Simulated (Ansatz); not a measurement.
BSiN2H7SO: several calculations on one system

### Relaxation

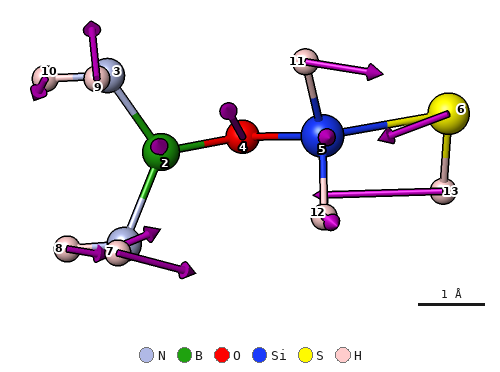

A relaxation of BSiN2H7SO. The starting structure is drawn; purple arrows show the displacements, at their true length. The two geometries are superimposed by the best rigid fit.

A ball-and-stick model, seen at a tilt.

The run prepares an end point of a later path (inversion) calculation, from a guessed geometry.

Method: Ansatz, RKS PBE0-D4/def2-SVP.

The input:
```yaml
crystal:
  periodic: [false, false, false]
  atoms:
    - { symbol: "N", position_ang: [0.3687, -1.6172, -1.1018] }
    - { symbol: B, position_ang: [0.0143, -0.8813, 0.2079] }
    - { symbol: "N", position_ang: [0.7894, -1.2198, 1.4427] }
    - { symbol: O, position_ang: [-1.0183, 0.0812, 0.2924] }
    - { symbol: Si, position_ang: [-0.4166, 1.61, -0.0643] }
    - { symbol: S, position_ang: [-1.9702, 3.1129, 0.0375] }
    - { symbol: H, position_ang: [1.344, -1.365, -1.3444] }
    - { symbol: H, position_ang: [0.2852, -2.5838, -0.9546] }
    - { symbol: H, position_ang: [1.8276, -0.9962, 1.2867] }
    - { symbol: H, position_ang: [0.7468, -2.2515, 1.6252] }
    - { symbol: H, position_ang: [0.6043, 1.9507, 0.9689] }
    - { symbol: H, position_ang: [0.1915, 1.6324, -1.3781] }
    - { symbol: H, position_ang: [-2.746, 2.4927, -1.0034] }
basis:
  gaussian: { orbitals: def2-SVP }
hamiltonian:
  xc: pbe0
  dispersion: d4
relax:
  f_tol: 0.015
  max_steps: 40
```

Run as
```bash
ansatz run input.yaml --threads 2 --pin off --max-ram 3072MiB --backend cpu --events-out ev --progress --plain --runs-dir out
```

Question: What did the optimiser do to the structure, and how much energy did it gain?

Answer: The atom that moves furthest after the best rigid fit is H13 (2.02 Å). By element the largest moves are H 2.02 Å, O 1.88 Å, S 1.28 Å, N 0.67 Å, Si 0.61 Å, B 0.48 Å. Some distances before and after: N1–B2 1.544 → 1.433 Å, B2–N3 1.497 → 1.411 Å, S6–H13 1.439 → 1.355 Å, N3–H9 1.073 → 1.010 Å. Among the angles between lasting bonds that change: B2–O4–Si5 110.2° → 126.9°, B2–N3–H10 110.2° → 124.8°, B2–N1–H8 108.8° → 121.4°. Groups turn about O4–Si5 by about 130°, B2–O4 by about 115°. Over 28 accepted moves (32 points after the start) the energy falls by 231.5 kJ/mol. Largest force component: 3.6 eV/Å at the start, 0.01 eV/Å at the end. The line search rejected the trial steps at points 12, 19, 27, 30 of the run. The run took 2.1 min on 2 threads of Intel(R) Xeon(R) Platinum 8488C (Sapphire Rapids) (shared host), peak memory 0.34 GiB.

### Relaxation

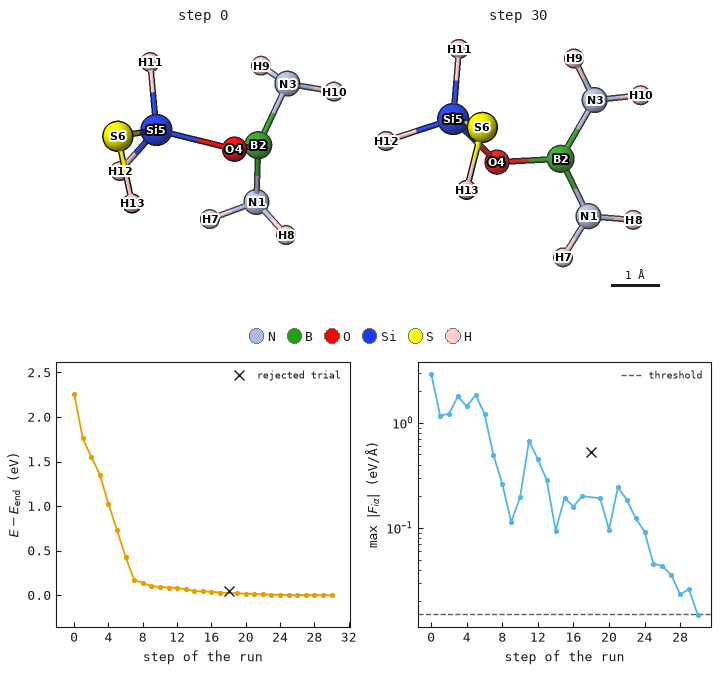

First and last geometry of a relaxation of BSiN₂H₇SO, with the history of the run. Style: ball-and-stick. Shown from a free direction.

The run prepares an end point of a later path (inversion) calculation, from a guessed geometry.

All numbers below come from RKS PBE0-D4/def2-SVP (Ansatz 0.2.0).

The input:
```yaml
crystal:
  periodic: [false, false, false]
  atoms:
    - { symbol: "N", position_ang: [0.3687, -1.6172, -1.1018] }
    - { symbol: B, position_ang: [0.0143, -0.8813, 0.2079] }
    - { symbol: "N", position_ang: [0.7894, -1.2198, 1.4427] }
    - { symbol: O, position_ang: [-1.0183, 0.0812, 0.2924] }
    - { symbol: Si, position_ang: [-0.4166, 1.61, -0.0643] }
    - { symbol: S, position_ang: [-1.9702, 3.1129, 0.0375] }
    - { symbol: H, position_ang: [0.50256, -0.89726, -1.8349] }
    - { symbol: H, position_ang: [-0.36936, -2.21995, -1.33616] }
    - { symbol: H, position_ang: [1.8276, -0.9962, 1.2867] }
    - { symbol: H, position_ang: [0.7468, -2.2515, 1.6252] }
    - { symbol: H, position_ang: [0.6043, 1.9507, 0.9689] }
    - { symbol: H, position_ang: [0.1915, 1.6324, -1.3781] }
    - { symbol: H, position_ang: [-2.746, 2.4927, -1.0034] }
basis:
  gaussian: { orbitals: def2-SVP }
hamiltonian:
  xc: pbe0
  dispersion: d4
relax:
  f_tol: 0.015
  max_steps: 40
```

Command:
```bash
ansatz run input.yaml --threads 2 --pin off --max-ram 3072MiB --backend cpu --events-out ev --progress --plain --runs-dir out
```

**Read the history and describe the run.**

It converged. The atom that moves furthest after the best rigid fit is O4 (1.66 Å). Largest moves by element: O 1.66 Å, H 1.33 Å, S 1.07 Å, N 0.51 Å, B 0.50 Å, Si 0.50 Å. Some distances before and after: N1–B2 1.544 → 1.415 Å, S6–H13 1.439 → 1.351 Å, B2–N3 1.497 → 1.419 Å, N3–H9 1.073 → 1.009 Å. Among the angles between lasting bonds that change: B2–O4–Si5 110.2° → 133.7°, B2–N1–H8 108.8° → 124.6°, B2–N3–H9 109.5° → 122.9°. Groups turn about B2–O4 by about 115°, O4–Si5 by about 115°. After 29 accepted moves (30 points after the start) the energy has fallen by 2.259 eV. The largest force component goes from 2.9 to 0.015 eV/Å. The line search rejected the trial step at point 18 of the run. The run took 110 s on 2 threads of Intel(R) Xeon(R) Platinum 8488C (Sapphire Rapids) (shared host), peak memory 0.34 GiB.

### Path

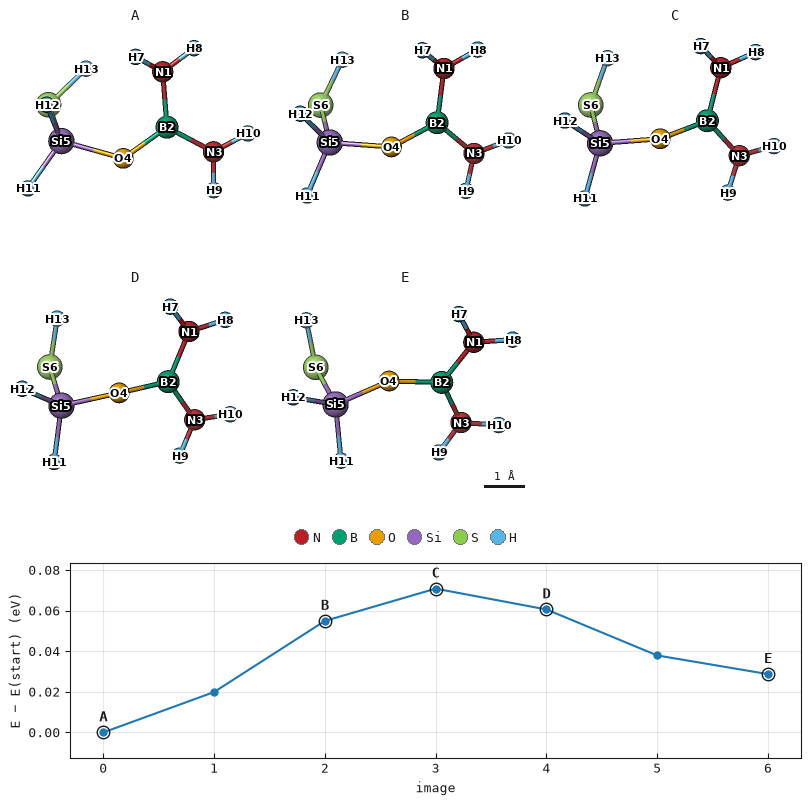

NEB run on BSiN₂H₇SO. Images are numbered from 0 (start) to 6 (end). Frames A to E are images 0, 2, 3, 4, 6. A ball-and-stick model, seen face on.

These are results of RKS PBE0-D4/def2-SVP in Ansatz, not measurements. Run with 5 movable images; climbing image; force threshold 0.05 eV/Å; iteration limit 60; starting path by image-dependent pair potential.

> What happens along the path, and what is the barrier?

The motion is an umbrella inversion at N1. No bond forms or breaks between the ends. Bond angles that change up to the highest image, for instance: B2–O4–Si5 126.9° → 135.0°, O4–Si5–H11 109.3° → 112.1°. Forward barrier 0.071 eV, backward barrier 0.042 eV, with image 3 at the top; the reaction energy is +0.029 eV. The band converged in 20 iterations, with a climbing image at the top. At the top, the vibrational analysis gives one imaginary mode (70i cm⁻¹), as a transition state must have.
